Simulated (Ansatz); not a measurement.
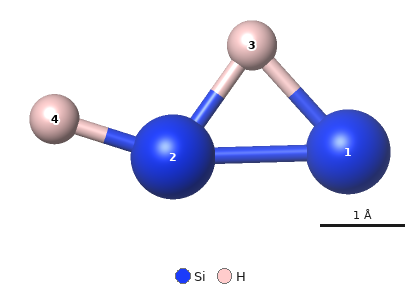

Fig. 1: The input geometry (ball-and-stick view, seen on its broad side; atoms are numbered from 1 in the order of the input). Bond lengths as drawn: H–Si 1.49 to 1.72 Å and Si–Si 2.10 Å.

**Phonon calculation of Si2H2**

The run: phonon calculation of Si2H2. Method and program: RKS PBE0-D4/def2-TZVP (Ansatz 0.2.0).

Figures and captions count atoms from 1; the log counts them from 0 in places.

## The input
```yaml
crystal:
  periodic: [false, false, false]
  atoms:
    - { symbol: Si, position_ang: [-0.008514, -0.724671, 1.583009] }
    - { symbol: Si, position_ang: [-0.454459, 0.38997, -0.141535] }
    - { symbol: H, position_ang: [0.814012, -0.622985, 0.076732] }
    - { symbol: H, position_ang: [-0.351039, 0.957686, -1.518207] }
basis:
  gaussian: { orbitals: def2-TZVP }
hamiltonian:
  xc: pbe0
  dispersion: d4
phonons: {}
```

Hardware: 1 thread of AMD EPYC (Zen 3), 192 GiB of memory available, shared host.

Launch command:
```bash
ansatz run input.yaml --threads 1 --pin off --max-ram 2560MiB --backend cpu --events-out ev --progress --plain --runs-dir out
```

## Log
```
Engine: ansatz 0.2.0, x86_64-unknown-linux-gnu
Functional definition: PBE0
  parameter a = 0.25
  parameter kappa = 0.804
  parameter beta = 0.06672455060314922
  exchange = (1 - a)*pbe_x(kappa = kappa, mu = beta*pi^2/3) + a*exact_x
  correlation = pbe_c(beta = beta)
624 factors; their error is unknown
mean field evaluation 1: about -15777.3098 eV, gradient 1.7e1 eV
mean field evaluation 2: about -15777.5082 eV, gradient 1.6e1 eV
mean field evaluation 4: about -15778.4164 eV, gradient 4.3e-1 eV
mean field evaluation 8: about -15778.4174 eV, gradient 1.4e-2 eV
mean field -15778.48388662 eV, -579.8485877928 hartree, gradient 4.8e-5 eV, S^2 0.000000; 0 other end points of the search recorded, 0 dependent functions left out
the calculation of the forces begins
reference -15778.48391010 eV, -579.8485886558 hartree; 15, 15 occupied and 71, 71 virtual orbitals, 624 factors
these checks for a lower state are left out or cut short: stability, starts, cluster_reference, orbital_swaps, neighbouring_geometries, increment
624 factors; their error is unknown
mean field evaluation 16: about -15778.4171 eV, gradient 1.2e-1 eV
mean field -15778.48388684 eV, -579.8485878007 hartree, gradient 1.8e-6 eV, S^2 0.000000; 0 other end points of the search recorded, 0 dependent functions left out
[... from here on the field's lines of each further geometry are left out, up to the last ...]
the calculation of the forces begins
reference -15778.48385643 eV, -579.8485866832 hartree; 15, 15 occupied and 71, 71 virtual orbitals, 624 factors
these checks for a lower state are left out or cut short: stability, starts, cluster_reference, orbital_swaps, neighbouring_geometries, increment
624 factors; their error is unknown
mean field -15778.48384984 eV, -579.8485864410 hartree, gradient 1.4e-6 eV, S^2 0.000000; 0 other end points of the search recorded, 0 dependent functions left out
the calculation of the forces begins
reference -15778.48387332 eV, -579.8485873042 hartree; 15, 15 occupied and 71, 71 virtual orbitals, 624 factors
Total energy: -15778.55318805 eV, -579.8511345735 hartree
Atom 0 at    -0.008514    -0.724671     1.583009 Å, force    -0.000287    -0.000353    -0.000476 eV/Å
Atom 1 at    -0.454459     0.389970    -0.141535 Å, force     0.000596     0.000409     0.001106 eV/Å
Atom 2 at     0.814012    -0.622985     0.076732 Å, force     0.000085     0.000147     0.000299 eV/Å
Atom 3 at    -0.351039     0.957686    -1.518207 Å, force    -0.000394    -0.000203    -0.000929 eV/Å
Dipole moment:    -0.050325     0.112064    -0.161773 e Å
Vibrations: 191.36 464.12 634.70 1119.54 1671.83 2182.43 cm⁻¹, zero-point energy 0.388317 eV
```

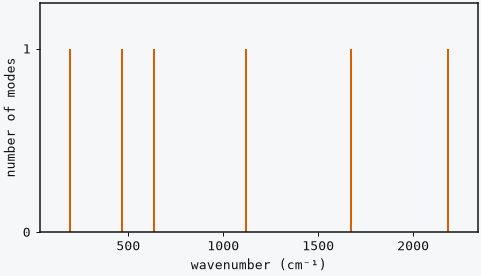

Fig. 2: Harmonic vibrational wavenumbers from the force constants; neighbouring modes closer than 9 cm⁻¹ are counted in one stick. 6 modes from 191 to 2182 cm⁻¹, none imaginary.

## Summary

```csv
quantity,value
outcome,converged
total energy,−15778.5532 eV
mean-field energy,−15778.4839 eV
largest force (length of the vector),0.001 eV/Å
wall time,20 s
peak memory,0.15 GiB
```
